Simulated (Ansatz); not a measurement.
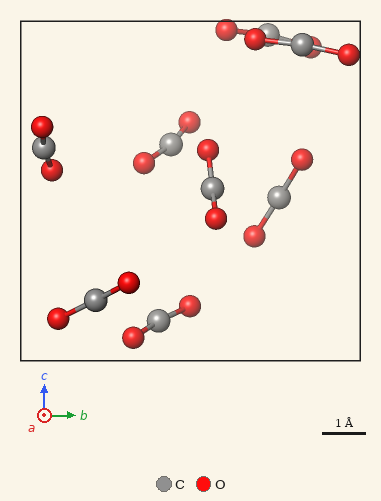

Starting frame of a dynamics run of a periodic cell with 8 CO2 at 1.107 g/cm³. It starts from the last geometry of an earlier run, with fresh velocities. Style: ball-and-stick. Shown: the simulation cell, along the a axis.

These are results of Ansatz 0.2.0, DFT PBE-D3(BJ), scalar-relativistic, plane waves, PAW, not measurements.

Input file:
```yaml
crystal:
  lattice:
    - [8.08248, 0.0, 0.0]
    - [0.0, 8.08248, 0.0]
    - [0.0, 0.0, 8.08248]
  atoms:
    - { symbol: C, position: [0.61272824, 0.82541378, 0.92656759] }
    - { symbol: O, position: [0.64860962, 0.96198858, 0.89692997] }
    - { symbol: O, position: [0.57649734, 0.6868758, 0.94297198] }
    - { symbol: C, position: [1.05242602, 0.43881963, 0.63296823] }
    - { symbol: O, position: [0.93960269, 0.49309147, 0.69847533] }
    - { symbol: O, position: [1.15849431, 0.35924311, 0.57813724] }
    - { symbol: C, position: [-0.06547888, 0.21713555, 0.17443812] }
    - { symbol: O, position: [0.03110046, 0.31436413, 0.22570676] }
    - { symbol: O, position: [-0.14424423, 0.10667794, 0.11999874] }
    - { symbol: C, position: [0.76315679, 0.06426551, 0.62375669] }
    - { symbol: O, position: [0.63715187, 0.08823618, 0.55711817] }
    - { symbol: O, position: [0.89365813, 0.05932908, 0.68468514] }
    - { symbol: C, position: [0.55290051, 0.56084258, 0.50321745] }
    - { symbol: O, position: [0.67355754, 0.57120032, 0.41468743] }
    - { symbol: O, position: [0.47391771, 0.54772288, 0.61651082] }
    - { symbol: C, position: [0.19822734, 0.75674112, 0.47686456] }
    - { symbol: O, position: [0.27118974, 0.82452665, 0.58850296] }
    - { symbol: O, position: [0.14454698, 0.68418183, 0.36263826] }
    - { symbol: C, position: [0.42573627, 0.40197473, 0.11375847] }
    - { symbol: O, position: [0.31284153, 0.49444934, 0.15692552] }
    - { symbol: O, position: [0.53964468, 0.3276532, 0.06406205] }
    - { symbol: C, position: [0.04092388, 0.72397262, 0.95536927] }
    - { symbol: O, position: [-0.02343276, 0.84991828, 0.91914623] }
    - { symbol: O, position: [0.12321081, 0.60189303, 0.97004245] }
basis:
  ecutwfc: 420.0
kpoints:
  mp_grid: { grid: [1, 1, 1] }
hamiltonian:
  xc: pbe
  dispersion: d3bj
scf:
  occupations: { method: fermi_dirac, width: 0.05 }
  lower_state_search: "off"
md:
  timestep: 1
  n_steps: 250
  ensemble: nvt_nose_hoover
  temperature: 1500.0
  initial_velocities: maxwell_boltzmann
  seed: 832382
  nose_hoover: { tau: 50.0, chain_length: 3 }
```

Command:
```bash
ansatz run input.yaml --threads 1 --pin off --max-ram 3072MiB --backend cpu --events-out ev --progress --plain --runs-dir out
```

Q: What does the trajectory do?

A: Over the second half the temperature averages 1656 K (spread ±183 K). The potential energy in the second half lies on average 36.1 meV per atom above the first frame. Root-mean-square distances from the starting positions over the second half, with the common drift of all atoms taken out: O 2.06 Å, C 1.67 Å. The molecules turn and drift from their places. The conserved quantity stays between −0.43 and 1.5 meV per atom of its start. A straight-line fit has a slope that amounts to +0.03 meV per atom over 250 fs (under 0.1 % of the mean kinetic energy), and the ripple about it is 1.4 % of the kinetic energy's fluctuation. With a drift under 2 % and a ripple under 7 %, the integration is accurate.

Along the run (each row but the first and the last is the mean over the interval that it begins):

| time (fs) | potential energy (meV/atom) | T (K) |
| --- | --- | --- |
| 0.0 | 0.0 | 1500 |
| 25.0 | 39.9 | 1262 |
| 50.0 | 36.1 | 1513 |
| 75.0 | 42.7 | 1792 |
| 100.0 | 56.1 | 1847 |
| 125.0 | 53.1 | 1822 |
| 150.0 | 32.7 | 1811 |
| 175.0 | 28.0 | 1671 |
| 200.0 | 37.6 | 1486 |
| 225.0 | 28.9 | 1498 |
| 250.0 | 35.0 | 1429 |

The paths of the atoms:

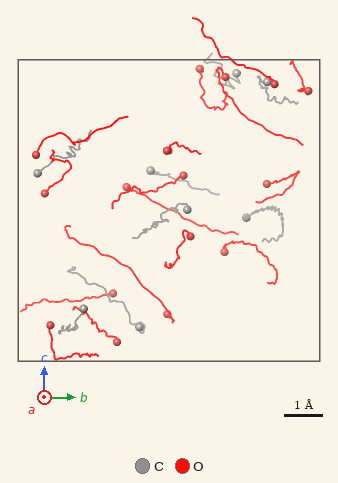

Limits of the set-up: the periodic images lie only 8.1 Å apart, so the values are limited by the cell's size.
